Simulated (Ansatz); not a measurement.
# CH4B radical (SMILES B[CH2]): single points off equilibrium

A test off equilibrium: a structure displaced at random from a GFN2-xTB minimum is computed at several levels, and each is set against CCSD(T).

The runs use Ansatz 0.2.0, Gaussian basis; single points in def2-TZVPP.

Cores are frozen in the correlated methods. Orbitals are unrestricted.

## 1. The system as given

SMILES `B[CH2]`, 6 atoms, charge 0, spin multiplicity 2.

Atoms are counted from 1 here; the program's logs count them from 0.

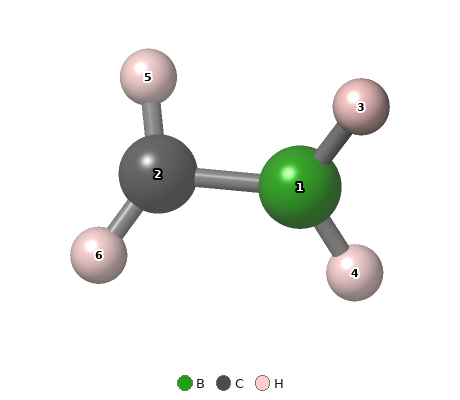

As it starts; boron green, carbon dark grey, hydrogen pink; atoms are numbered from 1 in the order of the file.

Coordinates:

```xyz
6
CH4B
B     0.0770   -0.6607   -0.0084
C    -0.0496    0.8488   -0.0402
H     1.1269   -1.2157   -0.1411
H    -0.8290   -1.3316    0.1062
H     0.6966    1.1130   -0.7016
H    -0.8139    1.3412    0.5074
```

## 2. CCSD(T)/def2-TZVPP

The input, run/in.yaml:

```yaml
crystal:
  periodic: [false, false, false]
  atoms:
    - {symbol: B, position_ang: [0.077000, -0.660700, -0.008400]}
    - {symbol: C, position_ang: [-0.049600, 0.848800, -0.040200]}
    - {symbol: H, position_ang: [1.126900, -1.215700, -0.141100]}
    - {symbol: H, position_ang: [-0.829000, -1.331600, 0.106200]}
    - {symbol: H, position_ang: [0.696600, 1.113000, -0.701600]}
    - {symbol: H, position_ang: [-0.813900, 1.341200, 0.507400]}
basis:
  gaussian: {orbitals: def2-TZVPP}
magnetization: {spin_polarized: true, initial_magnetization: 1}
correlation: {method: ccsd_t}
scf: {omitted_lower_state_checks: [cluster_reference]}
output: {forces: true}
```

No record of the launch command was kept for these runs.

## 3. PBE0-D4/def2-TZVPP

Edit run/in.yaml of step 2 so:

```diff
@@ -12,4 +12,3 @@
 magnetization: {spin_polarized: true, initial_magnetization: 1}
-correlation: {method: ccsd_t}
-scf: {omitted_lower_state_checks: [cluster_reference]}
-output: {forces: true}
+hamiltonian: {xc: pbe0, dispersion: d4}
+output: {forces: true, orbitals: {seedname: orbitals}}
```

## 4. wB97M-V/def2-TZVPP

Edit run/in.yaml of step 3 so:

```diff
@@ -12,3 +12,3 @@
 magnetization: {spin_polarized: true, initial_magnetization: 1}
-hamiltonian: {xc: pbe0, dispersion: d4}
-output: {forces: true, orbitals: {seedname: orbitals}}
+hamiltonian: {xc: {name: wB97M-V}}
+output: {forces: true}
```

## 5. r2SCAN-D4/def2-TZVPP

Edit run/in.yaml of step 4 so:

```diff
@@ -12,3 +12,3 @@
 magnetization: {spin_polarized: true, initial_magnetization: 1}
-hamiltonian: {xc: {name: wB97M-V}}
+hamiltonian: {xc: r2scan, dispersion: d4}
 output: {forces: true}
```

## 6. PBE-D4/def2-TZVPP

Edit run/in.yaml of step 5 so:

```diff
@@ -12,3 +12,3 @@
 magnetization: {spin_polarized: true, initial_magnetization: 1}
-hamiltonian: {xc: r2scan, dispersion: d4}
+hamiltonian: {xc: pbe, dispersion: d4}
 output: {forces: true}
```

## 7. CAM-B3LYP-D4/def2-TZVPP

Edit run/in.yaml of step 6 so:

```diff
@@ -12,3 +12,3 @@
 magnetization: {spin_polarized: true, initial_magnetization: 1}
-hamiltonian: {xc: pbe, dispersion: d4}
+hamiltonian: {xc: {name: CAM-B3LYP}, dispersion: d4}
 output: {forces: true}
```

## 8. BLYP-D4/def2-TZVPP

Edit run/in.yaml of step 7 so:

```diff
@@ -12,3 +12,3 @@
 magnetization: {spin_polarized: true, initial_magnetization: 1}
-hamiltonian: {xc: {name: CAM-B3LYP}, dispersion: d4}
+hamiltonian: {xc: {name: BLYP}, dispersion: d4}
 output: {forces: true}
```

(Steps that only read results are left out.)

What does the calculation give? Wanted: energy less free atoms, CCSD(T)/def2-TZVPP; RMS force component; RMS force error; HOMO and LUMO, PBE0-D4; T1 diagnostic.

The runs gave:

```
                                  quantity                                                                                                value
energy less free atoms, CCSD(T)/def2-TZVPP                                                                                       -1944.4 kJ/mol
                       RMS force component                                                                 1.113 to 1.217 eV/Å over the methods
                           RMS force error  PBE0-D4 0.140, wB97M-V 0.109, r2SCAN-D4 0.126, PBE-D4 0.214, CAM-B3LYP-D4 0.141, BLYP-D4 0.139 eV/Å
                    HOMO and LUMO, PBE0-D4                                                                                   -7.41 and -3.25 eV
                             T1 diagnostic                                                                                                0.015
```

In words: Against CCSD(T) the functionals' energies less atoms differ by -79.3 to -56.3 kJ/mol, PBE-D4 by -79.3 kJ/mol. A larger basis would deepen the CCSD(T) value, while the functionals are nearly converged already, so the order here is not reliable. The forces of wB97M-V come nearest to CCSD(T), those of PBE-D4 are farthest. Frozen-core CCSD(T) forces in triple zeta carry basis errors of their own, and this is one geometry, so small gaps rank nothing.
